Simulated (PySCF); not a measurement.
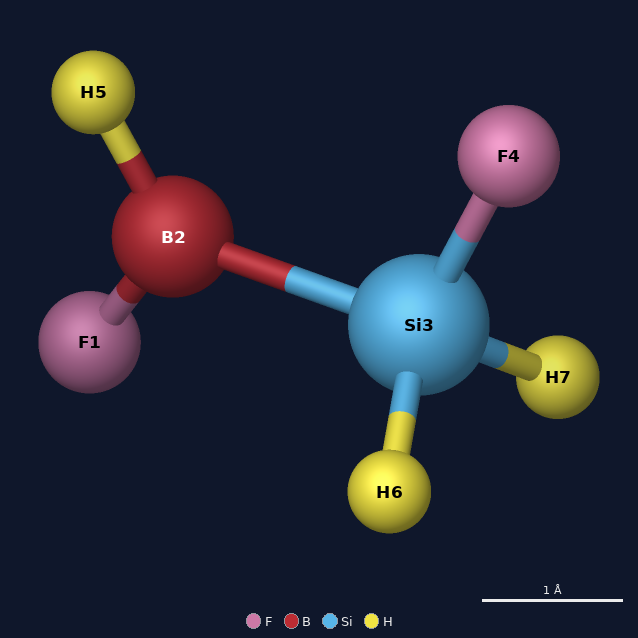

The view is orthographic, and the bar gives the scale. The computed structure is the end point of a PBE-D4/def2-SVP optimisation. No frequency run is at hand to confirm it as a minimum.

Reconstruct the coordinates (Å) as seen: x to the right, y up, z towards the viewer, origin at the mean of the atomic positions.

```xyz
7
BF2H3Si
F   -1.65  -0.38  -1.39
B   -1.05   0.37  -0.48
Si   0.72  -0.26   0.32
F    1.37   0.95   1.23
H   -1.62   1.41  -0.16
H    0.51  -1.46   1.22
H    1.72  -0.64  -0.74
```
